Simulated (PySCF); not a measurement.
C₅H₄Cl₂O₂

Input

```
{"job": {"kind": "nmr", "xc": "PBE0", "basis": "pcSseg-1"}, "charge": 0, "multiplicity": 1}
C     -1.592086    -0.906425    -0.424046
C     -0.643992     0.012673    -0.246406
C      0.805951    -0.222823    -0.558304
C      1.608932    -0.351496     0.707889
O      1.218746    -0.595694     1.797143
Cl     3.336478    -0.153040     0.402056
C     -1.047610     1.309423     0.330037
O     -2.151274     1.665676     0.585105
Cl     0.313034     2.394120     0.656886
H     -1.373633    -1.883821    -0.818834
H     -2.616884    -0.692790    -0.170675
H      1.215642     0.583354    -1.167887
H      0.922307    -1.158670    -1.110691
```

Launched as:

```sh
OMP_NUM_THREADS=1 python probes_run.py task.json out
```

Geometry: GFN2-xTB.

All numbers below come from PBE0/pcSseg-1, SCF density, gas phase, non-relativistic in PySCF.

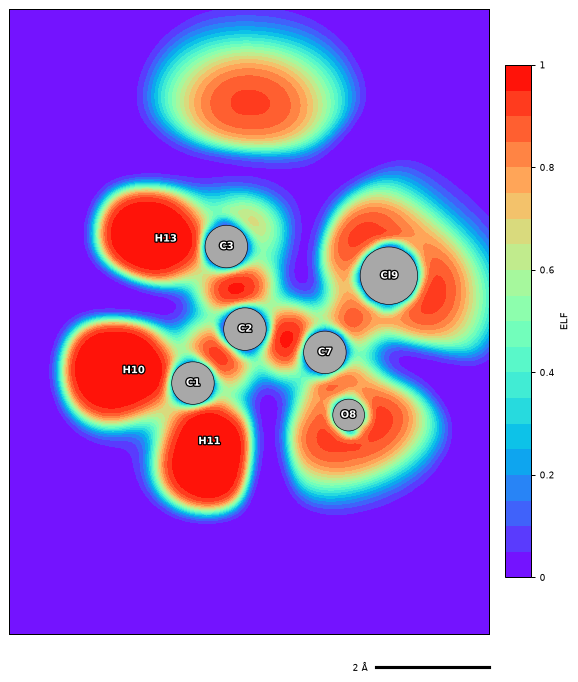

Figure 1. ELF on the plane of atoms O8, C7 and Cl9. Grey discs cover the atomic cores.

Q: Describe what can be read from this map.

A: The plane passes through C, O, Cl and H nuclei.
C–O (1.19 Å): the ELF peaks at about 0.85 between the atoms (a short, multiple covalent bond).
C–C (1.33 Å): the ELF peaks at about 0.95 between the atoms (a multiple bond).
C–Cl (1.77 Å): the ELF peaks at about 0.90 between the atoms (a shared electron pair).
C–H (1.08 Å): the ELF climbs to about 1 towards the hydrogen, as it does in any bond to H (an ordinary covalent bond to hydrogen).
C–C (1.48 Å): the ELF peaks at about 0.95 between the atoms (a covalent bond).
The ELF also peaks beside O8, Cl9 and Cl6, away from the bonds: lone-pair regions.

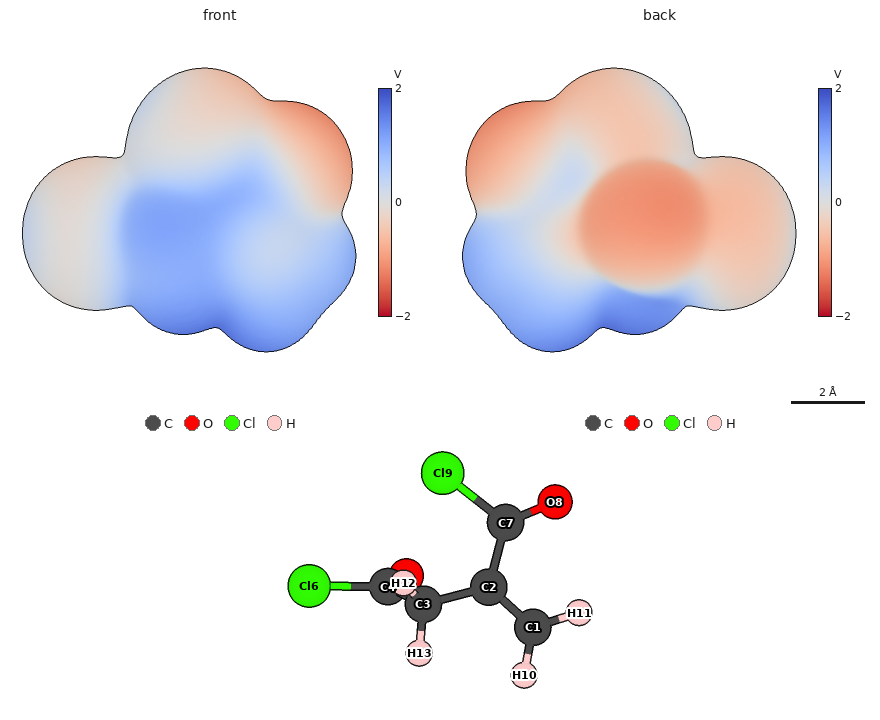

Figure 2. The molecular electrostatic potential painted on the density surface at 0.001 e/bohr³, seen from the front and from behind; red is negative and blue positive. The bare structure is drawn below in the same view.

Q: Where is the surface potential most negative and most positive?

A: The most negative region (about −1.1 V) lies over O5 and O8, the most positive (about +1.6 V) over H10 and H13. Cl6 shows a σ-hole: about +0.3 V at the tip opposite its bond, against about −0.2 V on its flanks. Cl9 shows a σ-hole: about +0.2 V at the tip opposite its bond, against about −0.3 V on its flanks.

Q: How polar is the molecule by this calculation?

A: Its dipole moment is 4.19 D.
